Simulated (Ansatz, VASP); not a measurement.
# Ge (Germanium): VASP beside Ansatz

One calculation is typed for both programs; each brings its own data sets. How far apart do they land? Valence electrons are named where the data sets of a main pair hold unlike numbers.

Main program and level: Ansatz 0.2.0; plane waves, with VASP 6.6.1 beside it; band structure at r2SCAN.

## 1. Starting point

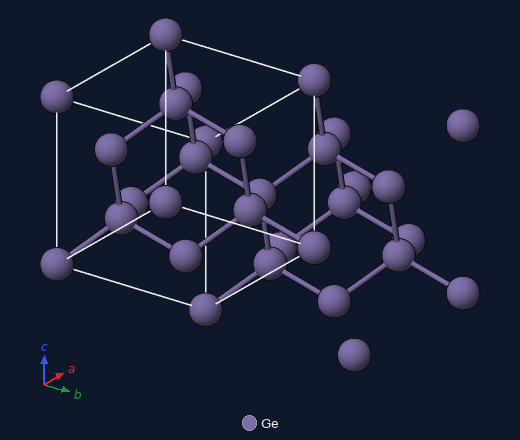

Start, viewed from a free direction; germanium purple. 1×2×1 cells are drawn. This picture shows the conventional cell, with its axes. Bonds to atoms that aren't drawn are left out. Some periodic images of atoms are drawn too.

## 2. VASP: band structure, r2SCAN

The same path points are solved in both programs, so levels can be compared one by one.

Lines of VASP's logs that name or quote its potential files are left out, and so is its time.

INCAR reads:

```
SYSTEM = Ge
PREC = Accurate
ENCUT = 400
EDIFF = 1E-08
NELM = 100
ISMEAR = 0
SIGMA = 0.01
LREAL = .FALSE.
ALGO = Normal
METAGGA = R2SCAN
LASPH = .TRUE.
NBANDS = 20
LORBIT = 11
LWAVE = .TRUE.
LCHARG = .FALSE.
KPAR = 8
```

POSCAR reads:

```
Ge
1.0
    0.0000000000      2.8289100000      2.8289100000
    2.8289100000      0.0000000000      2.8289100000
    2.8289100000      2.8289100000      0.0000000000
Ge
2
Direct
    0.7500000000      0.7500000000      0.7500000000
    0.5000000000      0.5000000000      0.5000000000
```

KPOINTS reads:

```
Automatic mesh
0
Gamma
4 4 4
0 0 0
```

KPOINTS_OPT reads:

```
Line mode
12
Line-mode
Reciprocal
  0.00000000   0.00000000   0.00000000 GAMMA
  0.50000000   0.00000000   0.50000000 X

  0.50000000   0.00000000   0.50000000 X
  0.50000000   0.25000000   0.75000000 W

  0.50000000   0.25000000   0.75000000 W
  0.37500000   0.37500000   0.75000000 K

  0.37500000   0.37500000   0.75000000 K
  0.00000000   0.00000000   0.00000000 GAMMA

  0.00000000   0.00000000   0.00000000 GAMMA
  0.50000000   0.50000000   0.50000000 L

  0.50000000   0.50000000   0.50000000 L
  0.62500000   0.25000000   0.62500000 U

  0.62500000   0.25000000   0.62500000 U
  0.50000000   0.25000000   0.75000000 W

  0.50000000   0.25000000   0.75000000 W
  0.50000000   0.50000000   0.50000000 L

  0.50000000   0.50000000   0.50000000 L
  0.37500000   0.37500000   0.75000000 K

  0.62500000   0.25000000   0.62500000 U
  0.50000000   0.00000000   0.50000000 X
```

PAW data sets: Ge_d_GW (PBE family, release 64).

On the command line:

```
$ mpirun -np 8 vasp_std
```

Numbers of over 12 decimals in the logs are rounded to 6 here.

Output:

```text
[banner, memory and clock lines left out]
running    8 mpi-ranks, on    1 nodes
 distrk:  each k-point on    1 cores,    8 groups
 distr:  one band on    1 cores,    1 groups

 POSCAR found type information on POSCAR Ge
 POSCAR found :  1 types and       2 ions
|                                                                             |
|           W    W    AA    RRRRR   N    N  II  N    N   GGGG   !!!           |
|           W    W   A  A   R    R  NN   N  II  NN   N  G    G  !!!           |
|           W    W  A    A  R    R  N N  N  II  N N  N  G       !!!           |
|           W WW W  AAAAAA  RRRRR   N  N N  II  N  N N  G  GGG   !            |
|           WW  WW  A    A  R   R   N   NN  II  N   NN  G    G                |
|           W    W  A    A  R    R  N    N  II  N    N   GGGG   !!!           |
|                                                                             |
|     For optimal performance we recommend to set                             |
|       NCORE = 2 up to number-of-cores-per-socket                            |
|     NCORE specifies how many cores store one orbital (NPAR=cpu/NCORE).      |
|     This setting can greatly improve the performance of VASP for DFT.       |
|     The default, NCORE=1 might be grossly inefficient on modern             |
|     multi-core architectures or massively parallel machines. Do your        |
|     Unfortunately you need to use the default for GW and RPA                |
|     calculations (for HF NCORE is supported but not extensively tested      |
|     yet).                                                                   |
|                                                                             |

|                                                                             |
|               ----> ADVICE to this user running VASP <----                  |
|                                                                             |
|     You enforced a specific xc type in the INCAR file but a different       |
|     [... a line on the potential file left out ...]
|     I HOPE YOU KNOW WHAT YOU ARE DOING!                                     |
|                                                                             |

 LDA part: xc-table for (None), standard interpolation
 POSCAR, INCAR and KPOINTS ok, starting setup
 FFT: planning ... GRIDC
 FFT: planning ... GRID_SOFT
 FFT: planning ... GRID
 WAVECAR not read
 entering main loop
       N       E                     dE             d eps       ncg     rms          rms(c)
DAV:   1     0.209090330833E+03    0.20909E+03   -0.14265E+04   328   0.296E+03
DAV:   2     0.617496525739E+01   -0.20292E+03   -0.19872E+03   328   0.543E+02
DAV:   3    -0.284780061985E+02   -0.34653E+02   -0.34498E+02   364   0.175E+02
DAV:   4    -0.304537536908E+02   -0.19757E+01   -0.19749E+01   380   0.557E+01
DAV:   5    -0.305664147388E+02   -0.11266E+00   -0.11266E+00   432   0.135E+01    0.353E+00
DAV:   6    -0.275211086219E+02    0.30453E+01   -0.46304E-01   404   0.129E+01    0.204E+00
DAV:   7    -0.275084866647E+02    0.12622E-01   -0.17794E-01   420   0.740E+00    0.401E-01
DAV:   8    -0.275056768838E+02    0.28098E-02   -0.11320E-02   440   0.206E+00    0.145E-01
DAV:   9    -0.275059645917E+02   -0.28771E-03   -0.24838E-02   412   0.347E+00    0.105E-01
DAV:  10    -0.275049953761E+02    0.96922E-03   -0.32428E-03   432   0.123E+00    0.359E-02
DAV:  11    -0.275049264031E+02    0.68973E-04   -0.16975E-04   456   0.237E-01    0.209E-02
DAV:  12    -0.275049133947E+02    0.13008E-04   -0.89673E-06   464   0.551E-02    0.151E-02
DAV:  13    -0.275048924836E+02    0.20911E-04   -0.86680E-05   376   0.206E-01    0.177E-03
DAV:  14    -0.275048917358E+02    0.74778E-06   -0.18285E-06   360   0.164E-02    0.115E-03
DAV:  15    -0.275048918834E+02   -0.14759E-06   -0.39367E-08   404   0.258E-03    0.490E-04
DAV:  16    -0.275048919722E+02   -0.88827E-07   -0.10638E-07   396   0.714E-03    0.597E-04
DAV:  17    -0.275048918655E+02    0.10679E-06   -0.39315E-09   224   0.949E-04    0.115E-04
DAV:  18    -0.275048918885E+02   -0.23066E-07   -0.10406E-09   220   0.601E-04    0.520E-05
DAV:  19    -0.275048919200E+02   -0.31485E-07   -0.46671E-10   220   0.418E-04    0.238E-05
DAV:  20    -0.275048919168E+02    0.32396E-08   -0.40219E-10   220   0.474E-04
   1 F= -.27504892E+02 E0= -.27504892E+02  d E =-.228640E-42
 Start KPOINTS_OPT (optional k-point list driver)
k-point batch [1-8\120]
       N       E                     dE             ncg
DAV:   1    -0.181442608906E+04   -0.38677E+04      332
DAV:   2    -0.341917775934E+04   -0.16048E+04      320
DAV:   3    -0.371153713203E+04   -0.29236E+03      372
[...]
DAV:  10    -0.383307652814E+04   -0.30309E-06      304
DAV:  11    -0.383307652816E+04   -0.20003E-07      296
DAV:  12    -0.383307652816E+04   -0.16003E-08      256
[...]
k-point batch [113-120\120]
       N       E                     dE             ncg
DAV:   1    -0.191508675152E+04   -0.92987E+04      324
DAV:   2    -0.354761728849E+04   -0.16325E+04      320
DAV:   3    -0.382362305805E+04   -0.27601E+03      380
DAV:   4    -0.383838299081E+04   -0.14760E+02      376
DAV:   5    -0.383915287708E+04   -0.76989E+00      416
DAV:   6    -0.383917760342E+04   -0.24726E-01      376
DAV:   7    -0.383917912966E+04   -0.15262E-02      456
DAV:   8    -0.383917918361E+04   -0.53954E-04      376
DAV:   9    -0.383917918713E+04   -0.35184E-05      368
DAV:  10    -0.383917918736E+04   -0.22650E-06      288
DAV:  11    -0.383917918738E+04   -0.17041E-07      284
DAV:  12    -0.383917918738E+04   -0.12642E-09      240
 writing wavefunctions
```

Parts of OUTCAR (step 2):

```text
ion  position               nearest neighbor table
   1  0.750  0.750  0.750-   2 2.45   2 2.45   2 2.45   2 2.45
   2  0.500  0.500  0.500-   1 2.45   1 2.45   1 2.45   1 2.45

  LATTYP: Found a face centered cubic cell.
 ALAT       =     5.6578200000

 Subroutine GETGRP returns: Found 48 space group operations
 (whereof 24 operations were pure point group operations)

The static configuration has the point symmetry T_d .
 The point group associated with its full space group is O_h .

 Found      8 irreducible k-points:

   k-points           NKPTS =      8   k-points in BZ     NKDIM =      8   number of bands    NBANDS=     20

   dimension x,y,z NGX =    28 NGY =   28 NGZ =   28
   dimension x,y,z NGXF=    56 NGYF=   56 NGZF=   56

   ENCUT  =  400.0 eV  29.40 Ry    5.42 a.u.   6.52  6.52  6.52*2*pi/ulx,y,z

   NELECT =      28.0000    total number of electrons

 k-points in reciprocal lattice and weights: Automatic mesh
   0.00000000  0.00000000  0.00000000       0.016
   0.25000000  0.00000000  0.00000000       0.125
   0.50000000  0.00000000  0.00000000       0.062
   0.25000000  0.25000000  0.00000000       0.094
   0.50000000  0.25000000  0.00000000       0.375
  -0.25000000  0.25000000  0.00000000       0.188
   0.50000000  0.50000000  0.00000000       0.047
  -0.25000000  0.50000000  0.25000000       0.094

 average (electrostatic) potential at core
       1 -36.8525       2 -36.8525

 E-fermi :   2.8745

 k-point     1 :       0.0000    0.0000    0.0000
  band No.  band energies     occupation
    ...
     10     -22.4559      2.00000
     11     -10.5346      2.00000
     12       2.7795      2.00000
     13       2.7797      2.00000
     14       2.7797      2.00000
     15       3.2130      0.00000
     16       5.4851      0.00000
     17       5.4853      0.00000
     18       5.4853      0.00000
     19       9.8194      0.00000
    ...

 k-point     2 :       0.2500    0.0000    0.0000
  band No.  band energies     occupation
    ...
     10     -22.4380      2.00000
     11      -9.7548      2.00000
     12      -2.0611      2.00000
     13       1.8412      2.00000
     14       1.8414      2.00000
     15       3.7231      0.00000
     16       6.6379      0.00000
     17       6.6381      0.00000
     18       8.8758      0.00000
     19      11.3778      0.00000
    ...

 k-point     3 :       0.5000    0.0000    0.0000
  band No.  band energies     occupation
    ...
     10     -22.4321      2.00000
     11      -8.3373      2.00000
     12      -5.1019      2.00000
     13       1.2832      2.00000
     14       1.2834      2.00000
     15       3.2337      0.00000
     16       6.7762      0.00000
     17       6.7764      0.00000
     18      10.4044      0.00000
     19      13.9728      0.00000
    ...

  Total        0.0905057      0.0905057      0.0905057     -0.0000000      0.0000000      0.0000000
  in kB        3.2025739      3.2025739      3.2025739     -0.0000000      0.0000000      0.0000000
  external PRESSURE =       3.2025739 kB  Pullay stress =       0.0000000 kB

  energy-cutoff  :      400.00
  volume of cell :       45.28
      direct lattice vectors                 reciprocal lattice vectors
     0.000000000  2.828910000  2.828910000    -0.176746521  0.176746521  0.176746521
     2.828910000  0.000000000  2.828910000     0.176746521 -0.176746521  0.176746521
     2.828910000  2.828910000  0.000000000     0.176746521  0.176746521 -0.176746521

 POSITION                                       TOTAL-FORCE (eV/Angst)
 -----------------------------------------------------------------------------------
      4.24336      4.24336      4.24336         0.000000      0.000000      0.000000
      2.82891      2.82891      2.82891        -0.000000     -0.000000     -0.000000
 -----------------------------------------------------------------------------------
    total drift:                                0.000000      0.000000      0.000000

  FREE ENERGIE OF THE ION-ELECTRON SYSTEM (eV)
  ---------------------------------------------------
  free  energy   TOTEN  =       -27.5048919168 eV

  energy  without entropy=      -27.5048919168  energy(sigma->0) =      -27.50489192

 total charge
# of ion       s       p       d       tot
------------------------------------------
    1        1.042   1.265   9.972  12.280
    2        1.042   1.265   9.972  12.280
--------------------------------------------------
tot          2.084   2.530  19.945  24.559

[... 3 further parts left out ...]
```

The PAW data sets were made with PBE, which is usual practice but a small mismatch for other functionals.

(Continued in part 2 of 2.)

[Lines on the potential files, build, host, timing and source positions are cut from VASP's logs without a mark.]

[Logs are printed without paths, hosts, clocks, repeated set-up lines and the standing remarks that a program may print on its own settings, such as how far it seeks lower states.]

[Hosts, paths, dates, database ids (printed as entryN), source tags and the programs' standing remarks are cut or masked in the printed files.]
